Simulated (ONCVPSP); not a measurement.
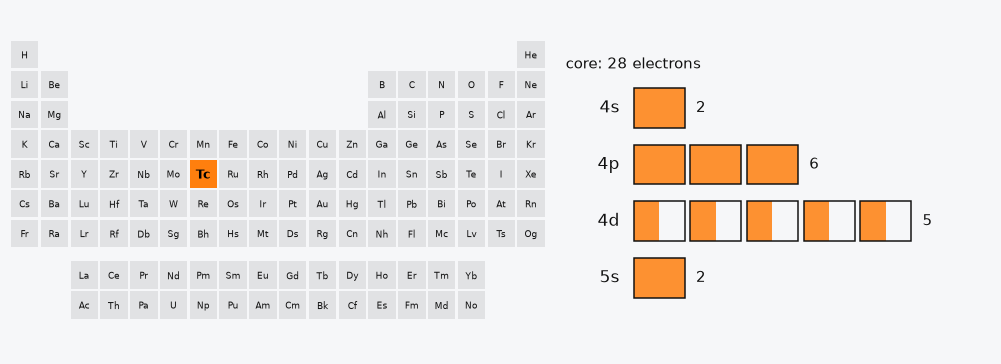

**Figure 1.** Left, the place of technetium in the periodic table; right, the valence shells of the reference configuration: a box for each of the 2l + 1 orbitals, shaded by the share of the shell that is filled, with the electron count at the right.

## Tc: pseudopotential generation

- system: technetium (Tc, Z = 43), core [Ar] 3d10, reference valence 4s2 4p6 4d5 5s2, valence charge 15.
- method: ONCV potential, PBE, scalar-relativistic, made with ONCVPSP 4.0.1

**Key numbers**

- outcome: generated
- cutoffs needed: 32 Ha and 102 Ha (the cutoffs at which the residual kinetic energy of the hardest occupied pseudo-wave falls to 1 and 0.1 mHa per electron)
- ghost test: no bound ghost flagged; GHOST(+) flagged for s at 251.3 eV
- largest excitation error: -351 meV (all-electron minus pseudo) for 4s1 4p6 4d5 5s2, out of 4 test configurations
- rms error of d²Exc/dni dnj: 3.23 mHa without and 3.48 mHa with the model core
- range over which the phases arctan(r R′/R) at the test radius agree within 0.05 rad (a looser test near the poles than one of phase shifts): s: over the whole range computed; p: up to about 1.9 Ha; d: over the whole range computed; f: not judged, local potential alone
- hardware: 1 CPU thread, shared host
- wall time: 3.8 s

**Notes**

An excitation error of 351 meV in its own tests makes this a poorly transferable potential.

**Input**
```
# ATOM AND REFERENCE CONFIGURATION
# atsym  z   nc   nv     iexc    psfile
  Tc 43.00    6    4        4      upf
#
#   n    l    f
    1    0    2.00
    2    0    2.00
    2    1    6.00
    3    0    2.00
    3    1    6.00
    3    2   10.00
    4    0    2.00
    4    1    6.00
    4    2    5.00
    5    0    2.00
#
# PSEUDOPOTENTIAL AND OPTIMIZATION
# lmax
    2
#
#   l,   rc,      ep,       ncon, nbas, qcut
    0    1.90    0.00    4    8    6.10
    1    1.30    0.00    3    7    5.70
    2    1.90    0.00    4    9   10.00
#
# LOCAL POTENTIAL
# lloc, lpopt,  rc(5),   dvloc0
    4    5    1.20    0.00
#
# VANDERBILT-KLEINMAN-BYLANDER PROJECTORs
# l, nproj, debl
    0    3    2.00
    1    1    3.90
    2    2    1.90
#
# MODEL CORE CHARGE
# icmod, fcfact, rcfact
    3    4.00    1.65
#
# LOG DERIVATIVE ANALYSIS
# epsh1, epsh2, depsh
   -4.00    5.00    0.02
#
# OUTPUT GRID
# rlmax, drl
    6.00    0.01
#
# TEST CONFIGURATIONS
# ncnf
    4
# nvcnf
#   n    l    f
    4
    4    0    2.00
    4    1    6.00
    4    2    5.00
    5    0    1.00
#
    4
    4    0    2.00
    4    1    6.00
    4    2    5.00
    5    0    0.00
#
    4
    4    0    2.00
    4    1    6.00
    4    2    4.00
    5    0    0.00
#
    4
    4    0    1.00
    4    1    6.00
    4    2    5.00
    5    0    2.00
#
```

Run as:
```bash
oncvpsp.x < Tc.dat > Tc.out
```

**Output (extracts)**
```
ONCVPSP  (Optimized Norm-Conservinng Vanderbilt PSeudopotential)
scalar-relativistic version 4.0.1

#   n    l    f        energy (Ha)
    1    0    2.00    -7.6691233E+02
    2    0    2.00    -1.0941704E+02
    2    1    6.00    -9.7925166E+01
    3    0    2.00    -1.9059584E+01
    3    1    6.00    -1.5287085E+01
    3    2   10.00    -9.1830968E+00
    4    0    2.00    -2.6966468E+00
    4    1    6.00    -1.6663199E+00
    4    2    5.00    -2.4482824E-01
    5    0    2.00    -1.8533585E-01

Reference configufation results
  iterations    26
  all-electron total energy (Ha)   -4.28559224D+03

Begin loop to  construct optimized pseudo wave functions
and semi-local pseudopoentials for all angular momenta

   Wellstate for l =  0  n =  6
     eigenvalue =   1.8147
     asymptotic potential =   2.3147
     half-point radius =  3.1268

Calculating optimized projector #   1

 for l=   0

    Fraction of norm inside rc  0.975717
    Optimizing pswf for qcut=   6.09 a_B^-1,  ecut=  18.57 Ha
    Residual kinetic energy error=  7.28D-06 Ha

    Energy error per electron        Cutoff
         Ha          eV             Ha
         0.01000     0.27211        5.21
         0.00100     0.02721       12.38
         0.00010     0.00272       15.55
         0.00001     0.00027       17.99

Calculating optimized projector #   2

 for l=   0

    Fraction of norm inside rc  0.087841
    Optimizing pswf for qcut=   6.09 a_B^-1,  ecut=  18.57 Ha
    Residual kinetic energy error=  1.66D-05 Ha

    Energy error per electron        Cutoff
         Ha          eV             Ha
         0.01000     0.27211        4.17
         0.00100     0.02721       11.90
         0.00010     0.00272       15.97
         0.00001     0.00027       21.05

Calculating optimized projector #   3

 for l=   0

    Fraction of norm inside rc  0.197318
    Optimizing pswf for qcut=   6.09 a_B^-1,  ecut=  18.57 Ha
    Residual kinetic energy error=  2.58D-04 Ha

    Energy error per electron        Cutoff
         Ha          eV             Ha
         0.01000     0.27211       10.54
         0.00100     0.02721       16.05
         0.00010     0.00272       21.41
         0.00001     0.00027       44.65

Calculating optimized projector #   1

 for l=   1

    Fraction of norm inside rc  0.666820
    Optimizing pswf for qcut=   5.71 a_B^-1,  ecut=  16.29 Ha
    Residual kinetic energy error=  1.67D-03 Ha

    Energy error per electron        Cutoff
         Ha          eV             Ha
         0.01000     0.27211        9.89
         0.00100     0.02721       32.18
         0.00010     0.00272      101.68

   Wellstate for l =  2  n =  6
     eigenvalue =   1.6552
     asymptotic potential =   2.1552
     half-point radius =  4.3041

Calculating optimized projector #   1

 for l=   2

    Fraction of norm inside rc  0.670203
    Optimizing pswf for qcut=  10.01 a_B^-1,  ecut=  50.10 Ha
    Residual kinetic energy error=  1.41D-09 Ha

    Energy error per electron        Cutoff
         Ha          eV             Ha
         0.01000     0.27211       17.71
         0.00100     0.02721       24.10
         0.00010     0.00272       29.84
         0.00001     0.00027       34.83

Calculating optimized projector #   2

 for l=   2

    Fraction of norm inside rc  0.102852
    Optimizing pswf for qcut=  10.01 a_B^-1,  ecut=  50.10 Ha
    Residual kinetic energy error=  8.17D-10 Ha

    Energy error per electron        Cutoff
         Ha          eV             Ha
         0.01000     0.27211       17.12
         0.00100     0.02721       23.75
         0.00010     0.00272       29.74
         0.00001     0.00027       34.94

Construct Vanderbilt / Kleinmman-Bylander projectors

B matrix Hermiticity error, ll=   0
   1   2    2.4273E-04
   1   3   -6.1301E-04
   2   3    1.0585E-04

  Orthonormal projector coefficients  1.2451E+01  3.5936E+00  6.0451E-01

B matrix Hermiticity error, ll=   2
   1   2   -1.5306E-04

  Orthonormal projector coefficients  2.4040E+00  3.8371E-01

Model core correction analysis
  based on d2Exc/dn_idn_j

d2excae - all-electron derivatives

   -3.477141D-02   -3.095274D-02   -1.755860D-02   -1.967694D-03
   -3.095294D-02   -2.912787D-02   -1.896371D-02   -2.421496D-03
   -1.755882D-02   -1.896382D-02   -1.926711D-02   -9.184725D-03
   -1.967567D-03   -2.421137D-03   -9.182906D-03   -2.580421D-02

d2excps - pseudofunction derivatives with no core correction

   -4.663564D-02   -3.350894D-02   -1.780135D-02   -3.207104D-03
   -3.350962D-02   -3.167120D-02   -2.017478D-02   -2.663996D-03
   -1.780139D-02   -2.017495D-02   -1.984632D-02   -9.234189D-03
   -3.208225D-03   -2.663662D-03   -9.232373D-03   -2.590777D-02

rms 2nd derivative error    3.229692E-03

rmatch, rhocmatch    0.7181   14.0486

Teter function model core charge with specified parameters

d2excps - pseudofunction derivatives with core correction

   -2.714772D-02   -2.403590D-02   -1.449320D-02   -1.712068D-03
   -2.403580D-02   -2.502895D-02   -1.758699D-02   -2.054681D-03
   -1.449315D-02   -1.758701D-02   -1.877367D-02   -9.037609D-03
   -1.711907D-03   -2.054308D-03   -9.035788D-03   -2.577760D-02

rms 2nd derivative error    3.481061E-03

Pseudoatom total energy  -81.683363

Diagnostic tests using Vanderbilt-Kleinman-Bylander pseudopotentials
  1 or more projectors used as specified by nproj input data

   l    rcore       rmatch      e in        delta e   norm test  slope test

   0   1.9039207   1.9617278  -2.6966468   0.0000021   1.0001735   1.0001570
   0   1.9039207   1.9617278  -0.1853358   0.0000018   1.0000267   1.0000210
   0   1.9039207   1.9617278   1.8146641   0.0000232   1.0002206   1.0002206

   1   1.3060989   1.3457549  -1.6663199   0.0001298   0.9999973   1.0001503

   2   1.9039207   1.9617278  -0.2448282   0.0000005   1.0000652   1.0000772
   2   1.9039207   1.9617278   1.6551718   0.0000285   1.0002113   1.0002113

 Testing for bound ghosts
   n   l    E NL Schr. Eq   E Basis Diag.   E Cutoff

   1   0       -2.696645       -2.696645     96.97
   2   0       -0.185334       -0.155866     96.97

   2   1       -1.666190       -1.665807     90.51

   3   2       -0.244828       -0.243102    122.27

 Testing for highly-localized positive-energy ghosts
       l    <radius>/rc     E Basis Diag.   E Cutoff

       0        0.815042        9.235612     96.97  WARNING - GHOST(+)

Test configuration 0

   n   l     f        eae           eps        diff
   1   0  2.0000 -766.91233092
   2   0  2.0000 -109.41704346
   2   1  6.0000  -97.92516606
   3   0  2.0000  -19.05958363
   3   1  6.0000  -15.28708537
   3   2 10.0000   -9.18309683
   4   0  2.0000   -2.69664682   -2.69664474    2.09D-06
   4   1  6.0000   -1.66631993   -1.66619016    1.30D-04
   4   2  5.0000   -0.24482824   -0.24482769    5.49D-07
   5   0  2.0000   -0.18533585   -0.18533401    1.84D-06

    Total energies and differences
      AE_ref= -4.28559224D+03  AE_tst= -4.28559224D+03  dif=  0.00D+00
      PS_ref= -8.16833633D+01  PS_tst= -8.16833633D+01  dif=  1.42D-13
      PSP excitation error= -1.42D-13

Test configuration 1

   n   l     f        eae           eps        diff
   1   0  2.0000 -767.19161285
   2   0  2.0000 -109.69318972
   2   1  6.0000  -98.20150579
   3   0  2.0000  -19.33634392
   3   1  6.0000  -15.56382946
   3   2 10.0000   -9.45961730
   4   0  2.0000   -2.97466468   -2.97573660   -1.07D-03
   4   1  6.0000   -1.94488147   -1.94503043   -1.49D-04
   4   2  5.0000   -0.51802035   -0.51793274    8.76D-05
   5   0  1.0000   -0.41872512   -0.41884464   -1.20D-04

    Total energies and differences
      AE_ref= -4.28559224D+03  AE_tst= -4.28529260D+03  dif=  3.00D-01
      PS_ref= -8.16833633D+01  PS_tst= -8.13836289D+01  dif=  3.00D-01
      PSP excitation error= -9.75D-05

Test configuration 2

   n   l     f        eae           eps        diff
   1   0  2.0000 -767.51429117
   2   0  2.0000 -110.01148598
   2   1  6.0000  -98.52007374
   3   0  2.0000  -19.65507038
   3   1  6.0000  -15.88252776
   3   2 10.0000   -9.77804144
   4   0  2.0000   -3.29325710   -3.29610409   -2.85D-03
   4   1  6.0000   -2.26334951   -2.26400327   -6.54D-04
   4   2  5.0000   -0.82690781   -0.82677970    1.28D-04

    Total energies and differences
      AE_ref= -4.28559224D+03  AE_tst= -4.28474682D+03  dif=  8.45D-01
      PS_ref= -8.16833633D+01  PS_tst= -8.08374998D+01  dif=  8.46D-01
      PSP excitation error= -4.41D-04

Test configuration 3

   n   l     f        eae           eps        diff
   1   0  2.0000 -768.05351894
   2   0  2.0000 -110.55727336
   2   1  6.0000  -99.06547522
   3   0  2.0000  -20.19494501
   3   1  6.0000  -16.42237941
   3   2 10.0000  -10.31877144
   4   0  2.0000   -3.80983525   -3.81237690   -2.54D-03
   4   1  6.0000   -2.77012434   -2.77025423   -1.30D-04
   4   2  4.0000   -1.29188068   -1.29163513    2.46D-04

    Total energies and differences
      AE_ref= -4.28559224D+03  AE_tst= -4.28369190D+03  dif=  1.90D+00
      PS_ref= -8.16833633D+01  PS_tst= -7.97827043D+01  dif=  1.90D+00
      PSP excitation error= -3.23D-04

Test configuration 4

   n   l     f        eae           eps        diff
   1   0  2.0000 -767.52786613
   2   0  2.0000 -110.00471771
   2   1  6.0000  -98.51467337
   3   0  2.0000  -19.63934958
   3   1  6.0000  -15.86654215
   3   2 10.0000   -9.76157734
   4   0  1.0000   -3.19568255   -3.22058365   -2.49D-02
   4   1  6.0000   -2.14893867   -2.15576373   -6.83D-03
   4   2  5.0000   -0.66781418   -0.66700942    8.05D-04
   5   0  2.0000   -0.47236019   -0.47364819   -1.29D-03

    Total energies and differences
      AE_ref= -4.28559224D+03  AE_tst= -4.28265432D+03  dif=  2.94D+00
      PS_ref= -8.16833633D+01  PS_tst= -7.87324921D+01  dif=  2.95D+00
      PSP excitation error= -1.29D-02
```

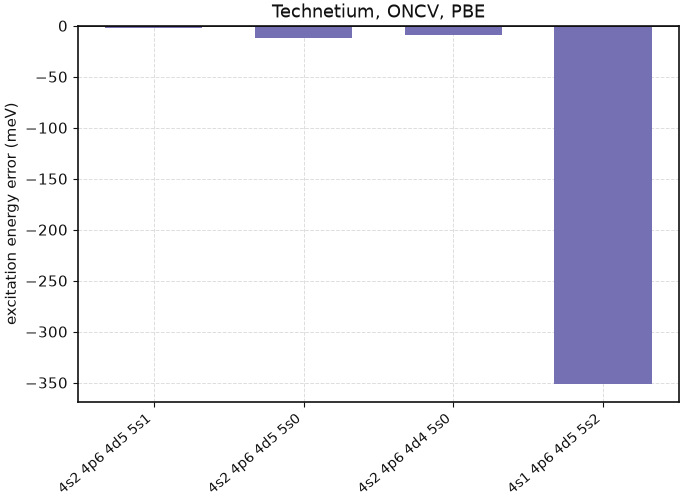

**Figure 2.** Errors, all-electron minus pseudo, of the energies of valence configurations relative to the unpolarised reference 4s2 4p6 4d5 5s2.

- Worst configuration: 4s1 4p6 4d5 5s2 (charge +1): the error is -351 meV on an all-electron energy of +79.95 eV relative to the reference, or 0.44 %.
- Errors in meV: 4s2 4p6 4d5 5s1: -2.7; 4s2 4p6 4d5 5s0: -12; 4s2 4p6 4d4 5s0: -8.8; 4s1 4p6 4d5 5s2: -351.
- Configurations within 10 meV and within 50 meV: 2 and 3 of 4.

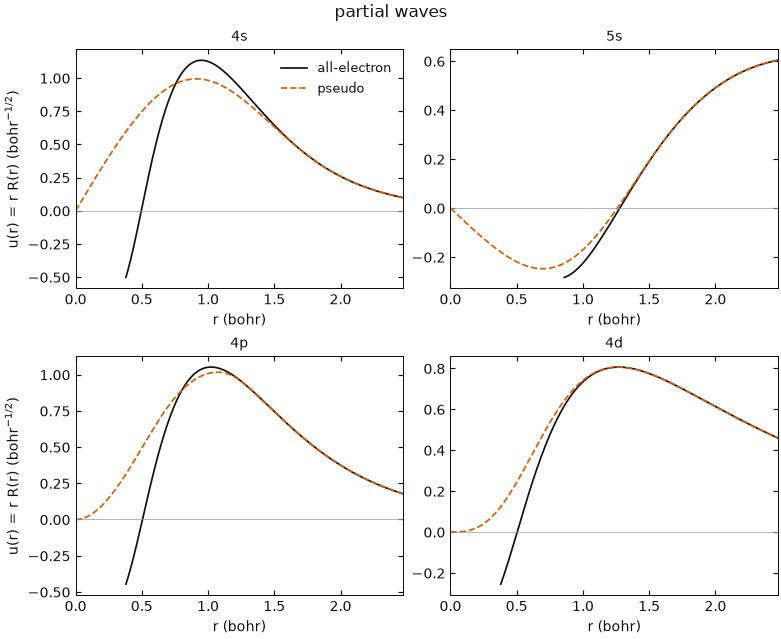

**Figure 3.** Partial waves u(r) = r R(r), all-electron (solid) and pseudo (dashed). The innermost oscillations of some all-electron curves aren't drawn. Reference configuration 4s2 4p6 4d5 5s2.

- Matching radii: 4s at 1.90 bohr; 5s at 1.90 bohr; 4p at 1.30 bohr; 4d at 1.90 bohr. The curves merge smoothly, so the plot gives these only roughly.
- Nodes of the pseudo-waves: 4s has no node; 5s has a node at about 1.3 bohr; 4p has no node; 4d has no node. A node in 5s is expected, since a lower shell of the same l is also in the valence and the two must stay orthogonal.
- Cutoffs needed: 32 Ha (loose) and 102 Ha (tight), as the cutoffs at which the residual kinetic energy of the hardest occupied pseudo-wave falls to 1 and 0.1 mHa per electron.

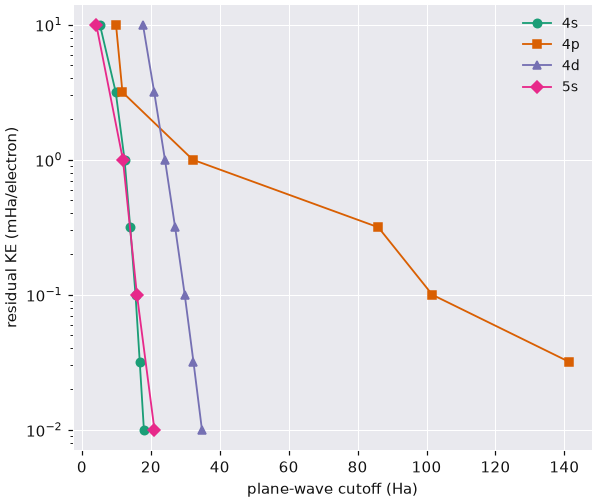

**Figure 4.** Residual kinetic energy of the pseudo-waves (the first of each channel, and further valence shells) beyond the plane-wave cutoff, as the generator prints it.

- Hardest wave at 1 mHa per electron: 4p, with rc = 1.30 bohr and qcut = 5.7 1/bohr. The optimisation minimises, but can't always remove, the kinetic energy above qcut²/2 = 16.2 Ha, and a larger rc would as a rule soften the wave at some cost in transferability.
- Cutoffs for 1 mHa per electron: 4p: 32 Ha; 4d: 24 Ha; 4s: 12 Ha; 5s: 12 Ha.
- Cutoffs for the occupied states: 32 Ha for 1 mHa and 102 Ha for 0.1 mHa per electron. The first is set by 4p.

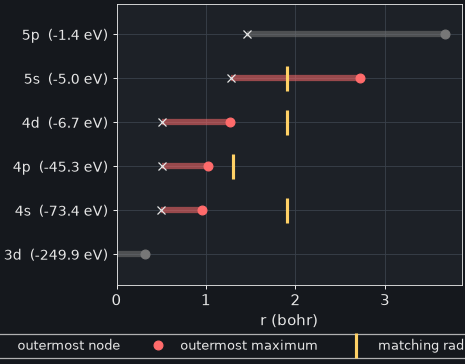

**Figure 5.** Outer shells of the all-electron reference atom: each bar runs from the outermost node (or the nucleus) to the outermost maximum of u(r); the tick is the radius chosen for the pseudo-wave. Shells without a tick have no pseudo-wave of their own. Levels, nodes and maxima are from ld1.x, scalar-relativistic.

- Radii against the shells: 4s: 1.90 bohr, outside the maximum; 4p: 1.30 bohr, outside the maximum; 4d: 1.90 bohr, outside the maximum; 5s: 1.90 bohr, between node and maximum.
